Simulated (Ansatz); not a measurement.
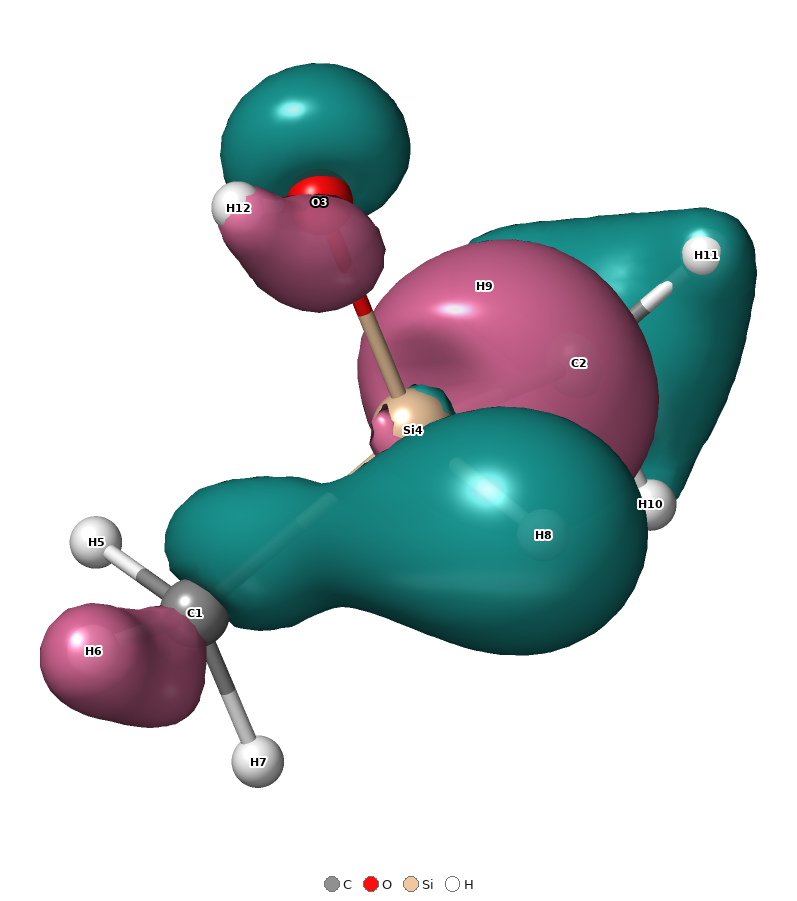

C2H8OSi. The HOMO−1 at ±0.15 Å⁻³ᐟ² (teal and pink are the two phases), seen at an oblique angle.

Geometry: B3LYP-D3(BJ)/def2-SVP.

Computed with isolated molecule in a Gaussian basis; Kohn-Sham density functional theory, functional PBE0 in Ansatz.

```xyz
12

C    -0.9338    0.1926    1.6875
C    -0.5449   -2.1927   -0.2420
O     0.7673    0.2762   -0.7093
Si    0.2677   -0.7087    0.5552
H    -1.8281    0.5176    1.1308
H    -0.4753    1.0854    2.1443
H    -1.2638   -0.4664    2.5083
H     1.4524   -1.1382    1.3671
H    -1.4189   -1.8820   -0.8370
H    -0.8877   -2.9099    0.5217
H     0.1554   -2.7149   -0.9128
H     1.2654    1.0671   -0.4739
```

Where does this orbital lie, and at what energy?

Answer. It lies mainly on C2 (about 30 %), Si4 (about 25 %), H8 (about 15 %), O3 (about 10 %) and C1 (about 5 %). Its energy is −8.63 eV.
